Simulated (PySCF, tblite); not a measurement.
# C₅H₈ClF₃Si: geometry, infrared bands and NMR shifts

Wanted: the infrared bands and NMR shifts of C₅H₈ClF₃Si (`C/C=C(/Cl)C[SiH2]C(F)(F)F`), by calculation.

Computed with tblite 0.8.0 and PySCF 2.14.0, with density-fitted response routines of our own, on a single molecule in the gas phase. Atoms count from 0, in the outputs and in this text.

## Step 1: Starting geometry

18 atoms, charge 0, multiplicity 1; geometry from: force field or distance geometry start.

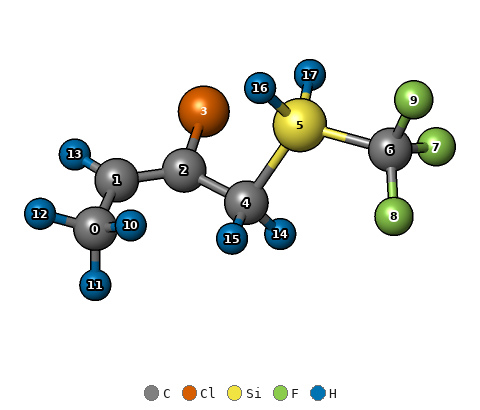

The starting geometry (carbon grey, chlorine orange, silicon yellow, fluorine green, hydrogen blue), atoms numbered.

## Step 2: Relaxing the molecule with GFN2-xTB

What the job is given:

```
{"job": {"kind": "relax", "xc": "GFN2-xTB", "basis": "xTB"}, "charge": 0, "multiplicity": 1}
C      2.667200    -0.676200    -0.699700
C      2.212600     0.691000    -0.359200
C      1.024600     0.901700     0.135300
Cl     0.583700     2.576200     0.510000
C     -0.011000    -0.133000     0.384800
Si    -1.484500     0.339100    -0.692700
C     -3.031200    -0.553000    -0.268400
F     -3.675700     0.150800     0.741300
F     -2.836800    -1.866100     0.110900
F     -3.868200    -0.559900    -1.372400
H      1.881300    -1.307500    -1.154900
H      3.032300    -1.189000     0.215700
H      3.509300    -0.573500    -1.409700
H      2.907700     1.516500    -0.497900
H     -0.317200    -0.119300     1.467800
H      0.297800    -1.157400     0.136900
H     -1.157600     0.194500    -2.102400
H     -1.743000     1.771300    -0.421700
```

On the command line:

```bash
OMP_NUM_THREADS=1 python probes_run.py task.json out
```

The driver reads the jobs from task.json and runs them one after another.

The log of the run:

```text
step      E/eV     max force
  0    -958.60796    2.900
  1    -958.84888    0.925
  2    -958.91977    0.979
  3    -958.98518    0.700
  4    -959.02156    0.502
  5    -959.03911    0.482
  6    -959.06192    0.459
  7    -959.07727    0.336
  8    -959.08797    0.326
  9    -959.09800    0.273
 10    -959.11069    0.355
 11    -959.12306    0.295
 12    -959.13105    0.180
 13    -959.13500    0.139
 14    -959.13859    0.150
 15    -959.14311    0.193
 16    -959.14780    0.202
 17    -959.15168    0.171
 18    -959.15452    0.126
 19    -959.15671    0.115
 20    -959.15851    0.093
 21    -959.15987    0.080
 22    -959.16094    0.084
 23    -959.16215    0.093
 24    -959.16369    0.125
 25    -959.16530    0.107
 26    -959.16657    0.088
 27    -959.16753    0.074
 28    -959.16849    0.083
 29    -959.16968    0.096
 30    -959.17101    0.089
 31    -959.17215    0.095
 32    -959.17302    0.075
 33    -959.17372    0.075
 34    -959.17435    0.064
 35    -959.17490    0.051
 36    -959.17536    0.054
 37    -959.17584    0.058
 38    -959.17644    0.064
 39    -959.17721    0.077
 40    -959.17816    0.089
 41    -959.17924    0.094
 42    -959.18047    0.119
 43    -959.18178    0.105
 44    -959.18296    0.084
 45    -959.18379    0.070
 46    -959.18427    0.055
 47    -959.18459    0.047
 48    -959.18486    0.038
 49    -959.18512    0.037
 50    -959.18533    0.031
 51    -959.18548    0.027
 52    -959.18561    0.030
 53    -959.18577    0.033
 54    -959.18599    0.039
 55    -959.18625    0.047
 56    -959.18651    0.037
 57    -959.18674    0.043
 58    -959.18698    0.047
 59    -959.18726    0.048
 60    -959.18754    0.046
 61    -959.18778    0.042
 62    -959.18800    0.042
 63    -959.18826    0.043
 64    -959.18856    0.060
 65    -959.18886    0.051
 66    -959.18914    0.037
 67    -959.18944    0.041
 68    -959.18979    0.049
 69    -959.19019    0.060
 70    -959.19060    0.046
 71    -959.19092    0.053
 72    -959.19131    0.074
 73    -959.19185    0.074
 74    -959.19372    0.113
 75    -959.19440    0.083
 76    -959.19509    0.065
 77    -959.19582    0.054
 78    -959.19667    0.065
 79    -959.19752    0.056
 80    -959.19791    0.109
 81    -959.19851    0.068
 82    -959.19894    0.055
 83    -959.19995    0.037
 84    -959.20009    0.026
 85    -959.20024    0.026
 86    -959.20032    0.022
 87    -959.20045    0.023
 88    -959.20054    0.018
 89    -959.20060    0.016
 90    -959.20064    0.015
 91    -959.20068    0.014
 92    -959.20073    0.014
 93    -959.20076    0.012
 94    -959.20079    0.010
 95    -959.20081    0.010
 96    -959.20083    0.011
 97    -959.20086    0.013
 98    -959.20089    0.011
 99    -959.20091    0.009
```

Wall time 1.6 s (1 thread of Arm Neoverse N1, shared host).

Relaxation path: (not every step is listed)

| step | energy from step 0 (eV) | largest force (eV/Å) |
| --- | --- | --- |
| 0 | 0.0000 | 2.8999 |
| 1 | -0.2409 | 0.9254 |
| 2 | -0.3118 | 0.9788 |
| 3 | -0.3772 | 0.6998 |
| 4 | -0.4136 | 0.5017 |
| 5 | -0.4312 | 0.4821 |
| 6 | -0.4540 | 0.4590 |
| 7 | -0.4693 | 0.3356 |
| 8 | -0.4800 | 0.3259 |
| 16 | -0.5398 | 0.2021 |
| 24 | -0.5557 | 0.1250 |
| 32 | -0.5651 | 0.0751 |
| 40 | -0.5702 | 0.0889 |
| 48 | -0.5769 | 0.0385 |
| 56 | -0.5785 | 0.0366 |
| 64 | -0.5806 | 0.0599 |
| 72 | -0.5833 | 0.0738 |
| 80 | -0.5899 | 0.1093 |
| 88 | -0.5926 | 0.0181 |
| 94 | -0.5928 | 0.0100 |
| 95 | -0.5928 | 0.0105 |
| 96 | -0.5929 | 0.0108 |
| 97 | -0.5929 | 0.0128 |
| 98 | -0.5929 | 0.0107 |
| 99 | -0.5929 | 0.0092 |

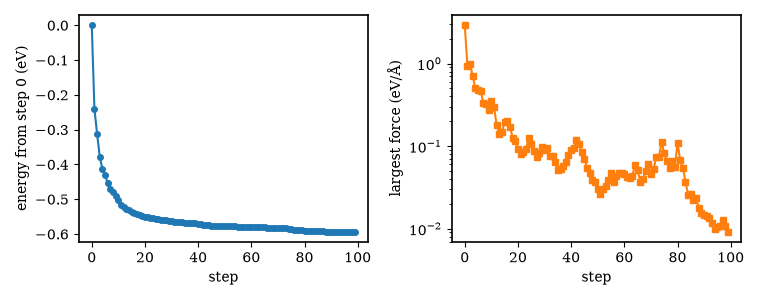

Energy and force, step by step.

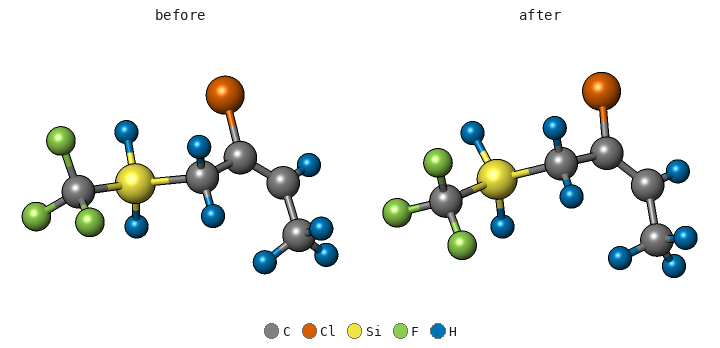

The geometry before (left) and after (right).

Distances of close pairs at the start and the end, largest changes first:

| bond | before (Å) | after (Å) | change (Å) |
| --- | --- | --- | --- |
| Si5–C6 | 1.835 | 1.950 | +0.115 |
| C6–F7 | 1.389 | 1.349 | -0.041 |
| C6–F9 | 1.385 | 1.346 | -0.039 |
| C4–H14 | 1.126 | 1.093 | -0.032 |
| C6–F8 | 1.381 | 1.351 | -0.030 |
| C2–Cl3 | 1.772 | 1.742 | -0.029 |
| Si5–H17 | 1.480 | 1.459 | -0.022 |
| C1–C2 | 1.304 | 1.325 | +0.021 |

The end geometry stands in the next job.

## Step 3: Vibrational analysis with GFN2-xTB

What the job is given:

```
{"job": {"kind": "ir", "xc": "GFN2-xTB", "basis": "xTB"}, "charge": 0, "multiplicity": 1}
C      2.548455    -0.810578    -0.713546
C      2.246856     0.592753    -0.297105
C      1.105016     1.011800     0.227789
Cl     0.916197     2.700949     0.610522
C     -0.123981     0.217476     0.508820
Si    -1.480425     0.586379    -0.776364
C     -2.882764    -0.709799    -0.379435
F     -3.348011    -0.613199     0.882613
F     -2.460011    -1.984803    -0.521590
F     -3.953978    -0.580922    -1.184495
H      1.646923    -1.377456    -0.924741
H      3.106177    -1.324006     0.070189
H      3.169169    -0.798666    -1.606258
H      3.052192     1.301208    -0.428322
H     -0.492739     0.478335     1.504491
H      0.120252    -0.845351     0.527008
H     -1.062918     0.270254    -2.141351
H     -2.115169     1.891946    -0.634642
```

The log of the run:

```text
mode    cm-1     km/mol
  1     -31.3      0.66
  2      12.0      0.81
  3      25.9      2.59
  4      31.9      0.44
  5      65.7      4.43
  6     113.9      0.08
  7     188.4      0.07
  8     219.1      0.99
  9     224.7      0.07
 10     269.7      3.68
 11     342.0      4.98
 12     387.4     53.09
 13     421.5      3.54
 14     435.2     42.82
 15     459.7      3.45
 16     462.7      3.77
 17     488.6     13.04
 18     574.7     18.47
 19     654.0     21.39
 20     663.4      5.12
 21     704.7    238.26
 22     740.7    139.94
 23     747.9    100.69
 24     795.4     66.11
 25     827.7     11.20
 26     978.9     31.49
 27    1021.0    147.91
 28    1022.8     72.30
 29    1030.4    194.17
 30    1038.4     47.49
 31    1125.4      5.69
 32    1131.1     21.25
 33    1140.4    100.84
 34    1206.4     44.02
 35    1298.6     13.42
 36    1398.5      3.19
 37    1425.0     17.07
 38    1473.7      4.39
 39    1487.1      3.77
 40    1716.1     13.17
 41    2298.7    211.75
 42    2326.9    182.66
 43    2957.0      9.57
 44    2989.0      4.70
 45    2996.5     17.59
 46    3039.4     17.56
 47    3054.5     13.27
 48    3081.1     24.77
```

Wall time 1.5 s (1 thread of Arm Neoverse N1, shared host).

Which atoms move in the most intense modes:

| cm⁻¹ | km/mol | atoms |
| --- | --- | --- |
| 705 | 238.3 | H16 43 %, H17 38 % |
| 741 | 139.9 | H16 45 %, H17 44 % |
| 748 | 100.7 | C4 34 %, Si5 21 %, H14 18 % |
| 1021 | 147.9 | C6 59 %, F8 16 % |
| 1030 | 194.2 | C6 58 %, F9 14 % |
| 1140 | 100.8 | C6 69 % |
| 2299 | 211.8 | H16 97 % |
| 2327 | 182.7 | H17 97 % |

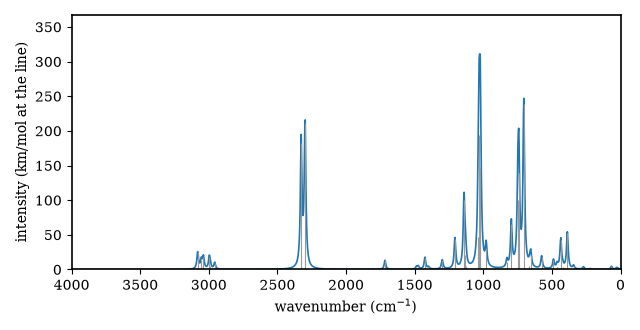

The infrared spectrum from these modes, unscaled. Lines are broadened to a width of 14 cm⁻¹ (Lorentzian).

## Step 4: Nuclear shieldings: PBE0/pcSseg-1

The job, as its differences from that of step 3:

```diff
@@ -1,2 +1,2 @@
-{"job": {"kind": "ir", "xc": "GFN2-xTB", "basis": "xTB"}, "charge": 0, "multiplicity": 1}
+{"job": {"kind": "nmr", "xc": "PBE0", "basis": "pcSseg-1"}, "charge": 0, "multiplicity": 1}
 C      2.548455    -0.810578    -0.713546
```

With the program's defaults for keys left out, this is: GIAO PBE0/pcSseg-1 NMR shielding, non-relativistic, gas phase.

The log of the run:

```text
coarse grid: 16896 points
cycle   1  E = -1243.4735958473  dE =  1.252e+00  |g| = 8.934e-01  |ddm| = 3.869e+00
cycle   2  E = -1243.3284059141  dE =  1.452e-01  |g| = 1.327e+00  |ddm| = 1.178e+00
cycle   3  E = -1243.6163280424  dE = -2.879e-01  |g| = 7.708e-02  |ddm| = 7.121e-01
cycle   4  E = -1243.6170986863  dE = -7.706e-04  |g| = 5.243e-02  |ddm| = 1.186e-01
cycle   5  E = -1243.6177257400  dE = -6.271e-04  |g| = 1.665e-02  |ddm| = 5.926e-02
cycle   6  E = -1243.6177865250  dE = -6.078e-05  |g| = 3.690e-03  |ddm| = 1.612e-02
cycle   7  E = -1243.6177893609  dE = -2.836e-06  |g| = 9.088e-04  |ddm| = 3.254e-03
final grid: 157504 points
cycle   8  E = -1243.6949482406  dE = -5.595e-05  |g| = 8.801e-03  |ddm| = 2.861e-02
cycle   9  E = -1243.6949396061  dE =  8.634e-06  |g| = 1.102e-02  |ddm| = 1.544e-02
cycle  10  E = -1243.6949650990  dE = -2.549e-05  |g| = 1.046e-03  |ddm| = 8.839e-03
cycle  11  E = -1243.6949652590  dE = -1.601e-07  |g| = 3.226e-04  |ddm| = 1.113e-03
cycle  12  E = -1243.6949652769  dE = -1.785e-08  |g| = 1.333e-04  |ddm| = 3.126e-04
cycle  13  E = -1243.6949652809  dE = -4.023e-09  |g| = 3.920e-05  |ddm| = 1.525e-04
cycle  14  E = -1243.6949652813  dE = -3.531e-10  |g| = 9.213e-06  |ddm| = 4.010e-05
converged SCF energy = -1243.6949652813

GIAO shielding tensors (ppm)
atom      isotropic    diamagn.    paramagn.     s11        s22        s33       span
  0 C      170.127     249.487     -79.360    156.657    169.373    184.351     27.694
  1 C       57.571     253.361    -195.791    -43.773     73.398    143.088    186.861
  2 C       47.200     256.837    -209.638    -53.143     89.540    105.202    158.345
  3 Cl     679.497    1147.017    -467.520    500.977    546.403    991.111    490.133
  4 C      165.510     252.920     -87.410    147.082    158.238    191.210     44.128
  5 Si     392.525     879.253    -486.728    373.744    382.738    421.092     47.349
  6 C       47.271     253.720    -206.448     42.895     44.164     54.755     11.860
  7 F      244.453     474.292    -229.839    145.151    258.048    330.159    185.008
  8 F      243.918     475.965    -232.046    143.461    255.053    333.241    189.780
  9 F      243.545     469.196    -225.651    143.035    258.032    329.568    186.533
 10 H       29.900      32.610      -2.710     24.832     31.471     33.396      8.564
 11 H       29.747      28.622       1.124     25.480     27.040     36.720     11.239
 12 H       29.880      28.126       1.754     25.718     27.336     36.586     10.868
 13 H       25.879      31.087      -5.209     22.132     24.990     30.514      8.382
 14 H       29.512      30.921      -1.409     24.852     29.551     34.133      9.280
 15 H       29.065      33.844      -4.779     23.744     29.990     33.461      9.716
 16 H       27.582      28.900      -1.318     24.241     26.630     31.874      7.633
 17 H       27.139      28.003      -0.865     22.968     27.100     31.347      8.379
```

Run time: 88 s. Hardware: 1 thread of Arm Neoverse N1, shared host; peak memory 1.1 GiB.

The references, computed at this level on geometries of the same kind, shield at (ppm): ¹H TMS 31.72, ¹³C TMS 186.9, ²⁹Si TMS 349.2, ¹⁹F CFCl3 170.9, ³⁵Cl HCl 950. Their shielding less the atom's gives the shift. The references are single molecules in the gas phase, so shifts against H2O, NH3, PH3, H3PO4 or CFCl3 are not on the usual liquid scales and can be off by tens of ppm. Atoms listed in one row are averaged.

| atoms | environment | σ (ppm) | δ (ppm) | δ scaled to CDCl3 |
| --- | --- | --- | --- | --- |
| C2 | fully substituted alkene carbon | 47.2 | 139.7 | 134.5 |
| C6 | CF3 carbon | 47.3 | 139.7 | 134.4 |
| C1 | alkene CH | 57.6 | 129.4 | 124.3 |
| C4 | allylic sp3 CH2 bonded to Si | 165.5 | 21.4 | 19.0 |
| C0 | allylic methyl carbon | 170.1 | 16.8 | 14.5 |
| H13 | hydrogen on an alkene CH | 25.88 | 5.84 | 5.61 |
| H16, H17 | hydrogen on a silicon bonded to 2 C | 27.36 | 4.36 | – |
| H14, H15 | hydrogen on an allylic sp3 CH2 bonded to Si | 29.29 | 2.43 | 2.39 |
| H10, H11, H12 | hydrogen on an allylic methyl carbon | 29.84 | 1.87 | 1.87 |
| Cl3 | chlorine bonded to C | 679 | 270 | – |
| Si5 | silicon bonded to 2 C, 2 H | 392.5 | -43.4 | – |
| F7, F8, F9 | fluorine of a CF3 group | 244.0 | -73.0 | – |

The scaled column applies a straight-line fit of computed shieldings to shifts measured in CDCl3, with any fitted terms for Cl, Br or S neighbours, and one for carbons that bear F (root-mean-square error 0.16 ppm for H, 1.9 ppm for C).

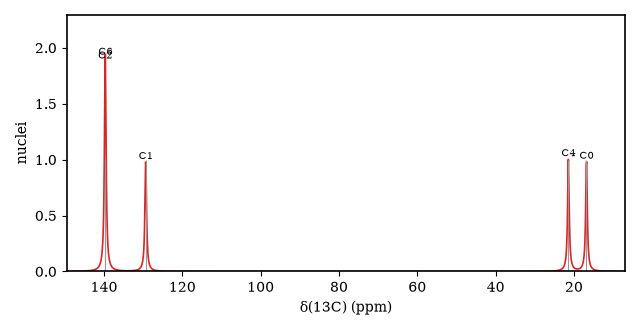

¹³C lines at the computed shifts, without couplings. Lines are broadened to a width of 0.49 ppm (Lorentzian).

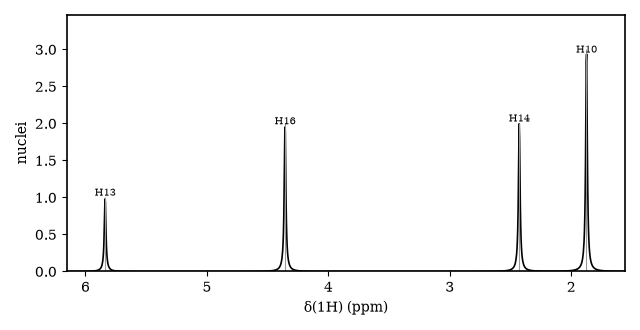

¹H lines at the computed shifts, without couplings. Lines are broadened to a width of 0.02 ppm (Lorentzian).

The run also stored atomic charges by several schemes (e):

| atoms | Mulliken | IAO | Hirshfeld | ESP fit |
| --- | --- | --- | --- | --- |
| C0 | -0.22 | -0.43 | -0.11 | -0.37 |
| C1 | -0.09 | -0.17 | -0.06 | 0.08 |
| C2 | -0.31 | -0.01 | 0.01 | -0.23 |
| Cl3 | -0.08 | -0.06 | -0.03 | -0.07 |
| C4 | -0.42 | -0.55 | -0.16 | -0.10 |
| Si5 | 0.66 | 0.75 | 0.33 | 0.18 |
| C6 | 0.52 | 0.55 | 0.17 | 0.35 |
| F7, F8, F9 | -0.28 | -0.29 | -0.11 | -0.17 |

ESP fit charges:

C0 -0.37; C1 0.08; C2 -0.23; Cl3 -0.07; C4 -0.10; Si5 0.18; C6 0.35; F7 -0.17; F8 -0.17; F9 -0.16; H10 0.12; H11 0.12; H12 0.12; H13 0.09; H14 0.11; H15 0.11; H16 -0.01; H17 -0.01

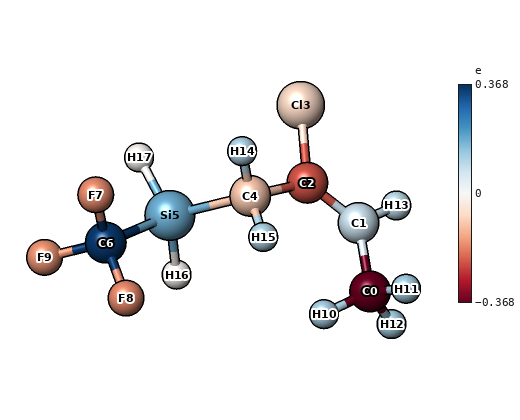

ESP fit charges, as colours on the atoms.

Mayer bond orders: C0–C1 1.07, C1–C2 1.83, C2–Cl3 1.07, C2–C4 1.02, C4–Si5 0.89, Si5–C6 0.80, C6–F7 0.96, C6–F8 0.95, C6–F9 0.97.

## Step 5: Summary of results

| quantity | value |
| --- | --- |
| strongest single infrared mode (GFN2-xTB) | 705 cm⁻¹, 238 km/mol |
| zero-point energy (GFN2-xTB) | 73.0 kcal/mol |
| ¹³C shifts against TMS (PBE0/pcSseg-1) | 139.7, 139.7, 129.4, 21.4, 16.8 ppm |
| ¹H shifts against TMS (PBE0/pcSseg-1, means over atoms taken as alike) | 5.84, 4.36, 2.43, 1.87 ppm |
| ³⁵Cl shifts against HCl (PBE0/pcSseg-1) | 270 ppm |
| ²⁹Si shifts against TMS (PBE0/pcSseg-1) | -43.4 ppm |
| ¹⁹F shifts against CFCl3 (PBE0/pcSseg-1, means over atoms taken as alike) | -73.0 ppm |

**Reading.** The optimisation took 99 steps and gained 0.593 eV; among the close pairs (by a distance rule), Si5–C6 changed most, from 1.835 to 1.950 Å. The lowest mode is imaginary (31i cm⁻¹), so the xTB geometry is not a minimum. The strongest single mode, at 705 cm⁻¹, moves mainly H16 and H17. Unscaled tight-binding wavenumbers are off by several per cent, some by more. Its intensities can rank the bands wrongly. H13 (hydrogen on an alkene CH) lies farthest downfield among hydrogen, at 5.84 ppm; olefinic region. At PBE0/pcSseg-1: Shielding is most anisotropic at Cl3 (span 490 ppm, paramagnetic term -468 ppm).
